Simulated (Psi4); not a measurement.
**Frequency calculation of BH3Cl (charge −1) (part 2 of 2)**

BH3Cl, charge −1, SMILES [H][B-]([H])([H])Cl; HF/pcseg-1, RHF (Psi4 1.11). The geometry was optimised with hf/pcseg-1.

Geometry of the input (Å):
```
B  -0.0021  0.0033  -0.2854
Cl 0.0139  -0.0217  1.7531
H  1.1670  0.0123  -0.6207
H  -0.5948  1.0194  -0.5945
H  -0.5862  -1.0099  -0.6194
```

Log, continued
```
       Center              X                  Y                   Z               Mass
    ------------   -----------------  -----------------  -----------------  -----------------
         B           -0.011282530269     0.017618792693    -1.434569297285    11.009305360000
         CL           0.004749469731    -0.007415207307     0.603882702715    34.968852682000
         H            1.157860469731     0.026658792693    -1.769868297285     1.007825032230
         H           -0.603997530269     1.033765792693    -1.743652297285     1.007825032230
         H           -0.595408530269    -0.995601207307    -1.768620297285     1.007825032230

  Nuclear repulsion =   39.597431883839732

  ==> Basis Set <==

  Basis Set: PCSEG-1
    Blend: PCSEG-1
    Number of shells: 23
    Number of basis functions: 47
    Number of Cartesian functions: 49
    Spherical Harmonics?: true
    Max angular momentum: 2

  ==> DFJKGrad: Density-Fitted SCF Gradients <==

    Gradient:                    2
    J tasked:                  Yes
    K tasked:                  Yes
    wK tasked:                  No
    Integrals threads:           1
    Memory [MiB]:             1144
    Schwarz Cutoff:          1E-12
    Fitting Condition:       1E-10

   => Auxiliary Basis Set <=

  Basis Set: (PCSEG-1 AUX)
    Blend: DEF2-UNIVERSAL-JKFIT
    Number of shells: 81
    Number of basis functions: 257
    Number of Cartesian functions: 304
    Spherical Harmonics?: true
    Max angular momentum: 4

  DFHelper Memory: AOs need 0.005 GiB; user supplied 1.341 GiB.
  SCF_SUBTYPE=INCORE selected. In-core MEM_DF algorithm will be used.
  Using in-core AOs.

  ==> MemDFJK: Density-Fitted J/K Matrices <==

    J tasked:                   Yes
    K tasked:                   Yes
    wK tasked:                   No
    Memory [MiB]:              1373
    Algorithm:                 Core
    Schwarz Cutoff:           1E-12
    Mask sparsity (%):       0.0905
    Fitting Condition:        1E-10

   => Auxiliary Basis Set <=

  Basis Set: (PCSEG-1 AUX)
    Blend: DEF2-UNIVERSAL-JKFIT
    Number of shells: 81
    Number of basis functions: 257
    Number of Cartesian functions: 304
    Spherical Harmonics?: true
    Max angular momentum: 4

   ==> Coupled-Perturbed RHF Solver <==

    Maxiter             =         100
    Convergence         =   1.000E-06
    Number of equations =          15
   -----------------------------------------------------
     Iter   Residual RMS      Max RMS  Remain  Time [s]
   -----------------------------------------------------
        1      4.285e-01    5.760e-01      15         0
        2      1.178e-01    1.460e-01      15         0
        3      2.528e-02    3.273e-02      15         0
        4      5.234e-03    7.366e-03      15         0
        5      1.105e-03    1.882e-03      15         0
        6      2.819e-04    4.460e-04      15         0
        7      6.608e-05    8.993e-05      15         0
        8      1.360e-05    2.035e-05      15         0
        9      2.582e-06    4.280e-06      12         0
       10      6.384e-07    1.023e-06       1         0
       11      5.819e-07    1.753e-07       0         0
  ## Total Hessian (Symmetry 0) ##
  Irrep: 1 Size: 15 x 15

                 1                   2                   3                   4                   5

    1     0.37829163410613     0.00001572037243    -0.00185556499831    -0.02384736817027    -0.00000037449609
    2     0.00001572037243     0.37826985553457     0.00289355008553    -0.00000037083015    -0.02384693952006
    3    -0.00185556499831     0.00289355008553     0.14242346562120     0.00003698913057    -0.00005807233026
    4    -0.02384736817027    -0.00000037083015     0.00003698913057     0.01455986282664    -0.00000593367831
    5    -0.00000037449609    -0.02384693952006    -0.00005807233026    -0.00000593367831     0.01456529597893
    6     0.00003701934048    -0.00005765322021    -0.01914130010241     0.00048135113832    -0.00075077985937
    7    -0.19421735345776    -0.00110824275618     0.03789002000138     0.00417824704919    -0.00003644916265
    8    -0.00112576028104    -0.04149438013362     0.00016194418891    -0.00017590235824     0.00215990593597
    9     0.03930800888001     0.00016762914886    -0.04167158704963     0.01498237610818     0.00032408255975
   10    -0.08067821285367     0.06719209597014    -0.01734836466707     0.00256088686339    -0.00068317424574
   11     0.06719126949216    -0.15668628747235     0.02975518570443    -0.00069015193285     0.00335196677281
   12    -0.01806282062455     0.03098018806357    -0.04002125378657    -0.00781536317709     0.01337880834281
   13    -0.07954869963443    -0.06609920276160    -0.01872307954966     0.00254837140628     0.00072593157816
   14    -0.06608085508564    -0.15624224840042    -0.03275260757810     0.00087235879783     0.00376977085889
   15    -0.01942664259396    -0.03398371408511    -0.04158932396070    -0.00768535320475    -0.01289403870276

                 6                   7                   8                   9                  10

    1     0.00003701934048    -0.19421735345776    -0.00112576028104     0.03930800888001    -0.08067821285367
    2    -0.00005765322021    -0.00110824275618    -0.04149438013362     0.00016762914886     0.06719209597014
    3    -0.01914130010241     0.03789002000138     0.00016194418891    -0.04167158704963    -0.01734836466707
    4     0.00048135113832     0.00417824704919    -0.00017590235824     0.01498237610818     0.00256088686339
    5    -0.00075077985937    -0.00003644916265     0.00215990593597     0.00032408255975    -0.00068317424574
    6     0.07575059038846     0.00364694962205     0.00027592697765    -0.01901815847239    -0.00210537989374
    7     0.00364694962205     0.21188319118934     0.00130186013797    -0.04552039304626    -0.01101427514233
    8     0.00027592697765     0.00130186013797     0.03571278400858    -0.00034497881868     0.01953249637255
    9    -0.01901815847239    -0.04552039304626    -0.00034497881868     0.04816104192898    -0.00414267676821
   10    -0.00210537989374    -0.01101427514233     0.01953249637255    -0.00414267676821     0.08092370011569
   11     0.00358546004749     0.00236813935244     0.00196257740560    -0.00055535694243    -0.07753049653239
   12    -0.01859270478916     0.00203989910508    -0.00434480910871     0.00620540545758     0.02106947836925
   13    -0.00205994013686    -0.01082980964650    -0.01953269387188    -0.00462731516500     0.00820790100952
   14    -0.00305295401282    -0.00252530758066     0.00165911278246     0.00040862405451    -0.00851092156643
   15    -0.01899842775755     0.00194352421940     0.00425191675953     0.00632329816715     0.00252694299889

                11                  12                  13                  14                  15

    1     0.06719126949216    -0.01806282062455    -0.07954869963443    -0.06608085508564    -0.01942664259396
    2    -0.15668628747235     0.03098018806357    -0.06609920276160    -0.15624224840042    -0.03398371408511
    3     0.02975518570443    -0.04002125378657    -0.01872307954966    -0.03275260757810    -0.04158932396070
    4    -0.00069015193285    -0.00781536317709     0.00254837140628     0.00087235879783    -0.00768535320475
    5     0.00335196677281     0.01337880834281     0.00072593157816     0.00376977085889    -0.01289403870276
    6     0.00358546004749    -0.01859270478916    -0.00205994013686    -0.00305295401282    -0.01899842775755
    7     0.00236813935244     0.00203989910508    -0.01082980964650    -0.00252530758066     0.00194352421940
    8     0.00196257740560    -0.00434480910871    -0.01953269387188     0.00165911278246     0.00425191675953
    9    -0.00055535694243     0.00620540545758    -0.00462731516500     0.00040862405451     0.00632329816715
   10    -0.07753049653239     0.02106947836925     0.00820790100952    -0.00851092156643     0.00252694299889
   11     0.16862678105264    -0.03612233381990     0.00866123963673    -0.01725503775893     0.00333704494565
   12    -0.03612233381990     0.04620830517057     0.00276880631816    -0.00389185347979     0.00620024796295
   13     0.00866123963673     0.00276880631816     0.07962223686346     0.07624472542789     0.02264152857765
   14    -0.01725503775893    -0.00389185347979     0.07624472542789     0.16806840253286     0.03928879108230
   15     0.00333704494565     0.00620024796295     0.02264152857765     0.03928879108230     0.04806420564281

	total time  =          2 seconds =       0.03 minutes

  ==> Harmonic Vibrational Analysis <==

  non-mass-weighted Hessian:       Symmetric? True   Hermitian? True   Lin Dep Dim?  0 (0)
  projection of translations (True) and rotations (True) removed 6 degrees of freedom (6)
  total projector:                 Symmetric? True   Hermitian? True   Lin Dep Dim?  6 (6)
  mass-weighted Hessian:           Symmetric? True   Hermitian? True   Lin Dep Dim?  0 (0)
  pre-proj  low-frequency mode:    0.0000i [cm^-1]
  pre-proj  low-frequency mode:    0.0000i [cm^-1]
  pre-proj  low-frequency mode:    0.0000i [cm^-1]
  pre-proj  low-frequency mode:    0.0051  [cm^-1]
  pre-proj  low-frequency mode:    0.0071  [cm^-1]
  pre-proj  low-frequency mode:    3.7851  [cm^-1]
  pre-proj  all modes:['3.4202i' '3.2734i' '0.0054i' '0.0051' '0.0071' '3.7851' '409.7649'
 '878.7779' '878.7787' '1222.5362' '1277.0263' '1277.0400' '2505.9151'
 '2525.1101' '2525.1385']
  projected mass-weighted Hessian: Symmetric? True   Hermitian? True   Lin Dep Dim?  6 (6)
  post-proj low-frequency mode:    0.0001i [cm^-1] (TR)
  post-proj low-frequency mode:    0.0000i [cm^-1] (TR)
  post-proj low-frequency mode:    0.0000i [cm^-1] (TR)
  post-proj low-frequency mode:    0.0000i [cm^-1] (TR)
  post-proj low-frequency mode:    0.0000  [cm^-1] (TR)
  post-proj low-frequency mode:    0.0000  [cm^-1] (TR)
  post-proj  all modes:['0.0001i' '0.0000i' '0.0000i' '0.0000i' '0.0000' '0.0000' '409.7649'
 '878.7779' '878.7787' '1222.5362' '1277.0263' '1277.0400' '2505.9151'
 '2525.1101' '2525.1385']

  Vibration                       7                   8                   9
  Freq [cm^-1]                 409.7649            878.7779            878.7787
  Irrep                           A                   A                   A
  Reduced mass [u]              7.5612              1.1234              1.1234
  Force const [mDyne/A]         0.7480              0.5111              0.5111
  Turning point v=0 [a0]        0.1971              0.3492              0.3492
  RMS dev v=0 [a0 u^1/2]        0.3833              0.2617              0.2617
  IR activ [km/mol]            121.7524             4.0187              4.0188
  Char temp [K]                589.5604           1264.3657           1264.3669
  ----------------------------------------------------------------------------------
      1   B                0.01 -0.01  0.67   -0.09  0.05  0.00    0.05  0.09  0.00
      2   CL              -0.00  0.00 -0.25    0.02 -0.01 -0.00   -0.01 -0.02 -0.00
      3   H               -0.03 -0.01  0.40    0.10 -0.07  0.70   -0.05 -0.11 -0.37
      4   H                0.02 -0.03  0.40    0.10 -0.04 -0.67   -0.07 -0.10 -0.43
      5   H                0.02  0.02  0.40    0.11 -0.06 -0.04   -0.04 -0.11  0.79

  Vibration                       10                  11                  12
  Freq [cm^-1]                1222.5362           1277.0263           1277.0400
  Irrep                           A                   A                   A
  Reduced mass [u]              1.1271              1.0921              1.0921
  Force const [mDyne/A]         0.9925              1.0494              1.0494
  Turning point v=0 [a0]        0.2956              0.2938              0.2938
  RMS dev v=0 [a0 u^1/2]        0.2219              0.2171              0.2171
  IR activ [km/mol]            384.4983            41.7145             41.7156
  Char temp [K]               1758.9574           1837.3565           1837.3762
  ----------------------------------------------------------------------------------
      1   B               -0.00  0.00 -0.11   -0.06 -0.07 -0.00   -0.07  0.06  0.00
      2   CL              -0.00  0.00 -0.01   -0.00 -0.00 -0.00   -0.00  0.00  0.00
      3   H                0.16 -0.01  0.55   -0.08  0.57 -0.13   -0.08 -0.54 -0.15
      4   H               -0.07  0.13  0.56    0.66  0.35 -0.06    0.14  0.20  0.19
      5   H               -0.07 -0.14  0.55    0.11 -0.19  0.18    0.67 -0.35 -0.06

  Vibration                       13                  14                  15
  Freq [cm^-1]                2505.9151           2525.1101           2525.1385
  Irrep                           A                   A                   A
  Reduced mass [u]              1.0179              1.1184              1.1184
  Force const [mDyne/A]         3.7662              4.2014              4.2015
  Turning point v=0 [a0]        0.2173              0.2065              0.2065
  RMS dev v=0 [a0 u^1/2]        0.1550              0.1544              0.1544
  IR activ [km/mol]            230.2141            530.4092            530.4009
  Char temp [K]               3605.4538           3633.0713           3633.1121
  ----------------------------------------------------------------------------------
      1   B                0.00 -0.00  0.03   -0.07 -0.08 -0.00    0.08 -0.07 -0.00
      2   CL               0.00 -0.00  0.00    0.00  0.00  0.00   -0.00  0.00  0.00
      3   H                0.56  0.00 -0.14    0.54 -0.02 -0.14   -0.57 -0.02  0.15
      4   H               -0.28  0.49 -0.13   -0.14  0.18 -0.05   -0.37  0.66 -0.18
      5   H               -0.28 -0.49 -0.14    0.38  0.67  0.20    0.11  0.14  0.05

  ==> Thermochemistry Components <==

  Entropy, S
    Electronic S                             0.000 [cal/(mol K)]        0.000 [J/(mol K)]       0.00000000 [mEh/K] (multiplicity = 1)
    Translational S                         37.592 [cal/(mol K)]      157.284 [J/(mol K)]       0.05990624 [mEh/K] (mol. weight = 49.0016 [u], P = 101325.00 [Pa])
    Rotational S                            18.474 [cal/(mol K)]       77.294 [J/(mol K)]       0.02943957 [mEh/K] (symmetry no. = 3)
    Vibrational S                            1.329 [cal/(mol K)]        5.562 [J/(mol K)]       0.00211863 [mEh/K]
  Total S                                   57.395 [cal/(mol K)]      240.140 [J/(mol K)]       0.09146444 [mEh/K]
  Correction S                               0.000 [cal/(mol K)]        0.000 [J/(mol K)]       0.00000000 [mEh/K]

  Constant volume heat capacity, Cv
    Electronic Cv                            0.000 [cal/(mol K)]        0.000 [J/(mol K)]       0.00000000 [mEh/K]
    Translational Cv                         2.981 [cal/(mol K)]       12.472 [J/(mol K)]       0.00475022 [mEh/K]
    Rotational Cv                            2.981 [cal/(mol K)]       12.472 [J/(mol K)]       0.00475022 [mEh/K]
    Vibrational Cv                           3.023 [cal/(mol K)]       12.648 [J/(mol K)]       0.00481735 [mEh/K]
  Total Cv                                   8.985 [cal/(mol K)]       37.591 [J/(mol K)]       0.01431778 [mEh/K]
  Correction Cv                              0.000 [cal/(mol K)]        0.000 [J/(mol K)]       0.00000000 [mEh/K]

  Constant pressure heat capacity, Cp
    Electronic Cp                            0.000 [cal/(mol K)]        0.000 [J/(mol K)]       0.00000000 [mEh/K]
    Translational Cp                         4.968 [cal/(mol K)]       20.786 [J/(mol K)]       0.00791703 [mEh/K]
    Rotational Cp                            2.981 [cal/(mol K)]       12.472 [J/(mol K)]       0.00475022 [mEh/K]
    Vibrational Cp                           3.023 [cal/(mol K)]       12.648 [J/(mol K)]       0.00481735 [mEh/K]
  Total Cp                                  10.972 [cal/(mol K)]       45.906 [J/(mol K)]       0.01748459 [mEh/K]
  Correction Cp                              0.000 [cal/(mol K)]        0.000 [J/(mol K)]       0.00000000 [mEh/K]

  ==> Thermochemistry Energy Analysis <==

  Raw electronic energy, E_e
  Total E_e, Electronic energy at well bottom                                          -485.94033993 [Eh]

  Zero-point vibrational energy, ZPVE = Sum_i omega_i / 2,  E_0 = E_e + ZPVE
    Vibrational ZPVE                        19.299 [kcal/mol]       80.748 [kJ/mol]       0.03075546 [Eh]        6750.044 [cm^-1]
  Correction ZPVE to E_e                    19.299 [kcal/mol]       80.748 [kJ/mol]       0.03075546 [Eh]        6750.044 [cm^-1]
  Total E_0, Enthalpy at 0 [K]                                                         -485.90958446 [Eh]
  *** Absolute enthalpy, not an enthalpy of formation ***

  Thermal (internal) energy, E (includes ZPVE and finite-temperature corrections)
    Electronic contrib to E beyond E_e       0.000 [kcal/mol]        0.000 [kJ/mol]       0.00000000 [Eh]
    Translational contrib to E               0.889 [kcal/mol]        3.718 [kJ/mol]       0.00141628 [Eh]
    Rotational contrib to E                  0.889 [kcal/mol]        3.718 [kJ/mol]       0.00141628 [Eh]
    Vibrational contrib to E                19.586 [kcal/mol]       81.948 [kJ/mol]       0.03121248 [Eh]
  Correction E                              21.364 [kcal/mol]       89.385 [kJ/mol]       0.03404503 [Eh]
  Total E, Thermal (internal) energy at  298.15 [K]                                    -485.90629490 [Eh]

  Enthalpy, H_trans = E_trans + k_B * T = E_trans + P * V
    Electronic contrib to H beyond E_e       0.000 [kcal/mol]        0.000 [kJ/mol]       0.00000000 [Eh]
    Translational contrib to H               1.481 [kcal/mol]        6.197 [kJ/mol]       0.00236046 [Eh]
    Rotational contrib to H                  0.889 [kcal/mol]        3.718 [kJ/mol]       0.00141628 [Eh]
    Vibrational contrib to H                19.586 [kcal/mol]       81.948 [kJ/mol]       0.03121248 [Eh]
  Correction H                              21.956 [kcal/mol]       91.864 [kJ/mol]       0.03498922 [Eh]
  Total H, Enthalpy at  298.15 [K]                                                     -485.90535071 [Eh]
  *** Absolute enthalpy, not an enthalpy of formation ***

  Gibbs free energy, G = H - T * S
    Electronic contrib to G beyond E_e       0.000 [kcal/mol]        0.000 [kJ/mol]       0.00000000 [Eh]
    Translational contrib to G              -9.727 [kcal/mol]      -40.697 [kJ/mol]      -0.01550058 [Eh]
    Rotational contrib to G                 -4.619 [kcal/mol]      -19.327 [kJ/mol]      -0.00736113 [Eh]
    Vibrational contrib to G                19.190 [kcal/mol]       80.290 [kJ/mol]       0.03058081 [Eh]
  Correction G                               4.844 [kcal/mol]       20.266 [kJ/mol]       0.00771909 [Eh]
  Total G, Gibbs energy at  298.15 [K]                                                 -485.93262084 [Eh]
  *** Absolute Gibbs energy, not a free energy of formation ***

    Psi4 run time: 0:00:04.23
```

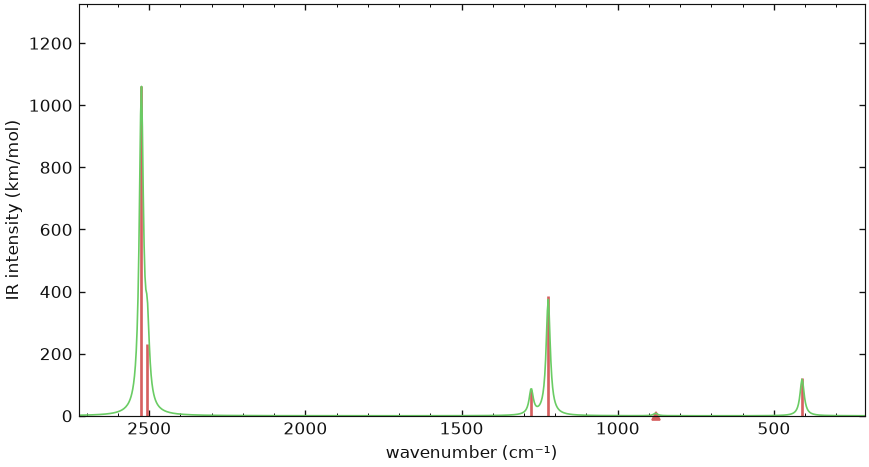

Harmonic infrared spectrum, unscaled: sticks (degenerate modes added up, dark ones marked on the axis) with a Lorentzian envelope of 16 cm⁻¹ full width, scaled to the tallest stick. 9 modes from 410 to 2525 cm⁻¹, none imaginary. The strongest line is at 2525 cm⁻¹ (1061 km/mol). All modes, in cm⁻¹ (km/mol): 410 (122), 879 (4.0), 879 (4.0), 1223 (384), 1277 (42), 1277 (42), 2506 (230), 2525 (530), 2525 (530).

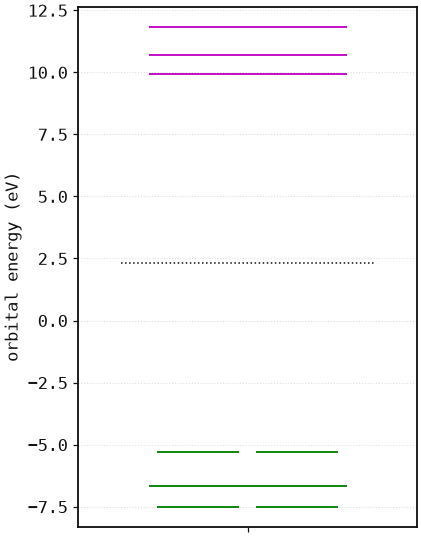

Orbital energies near the frontier; the dotted line parts filled from empty levels, and levels within 0.02 eV of each other stand side by side. Highest filled −5.28 eV, lowest empty 9.91 eV, 15.19 eV apart.

Key numbers

```csv
quantity,value
outcome,converged
total energy,−485.940340 hartree
basis functions,47
HOMO,−5.28 eV
LUMO,9.91 eV
zero-point energy,0.030755 hartree
"wavenumbers, lowest and highest",410 and 2525 cm⁻¹
hardware,"1 thread of Intel Xeon (Sapphire Rapids), 128 GiB of memory available, shared host"
wall time,5.4 s
peak memory,0.23 GiB
```
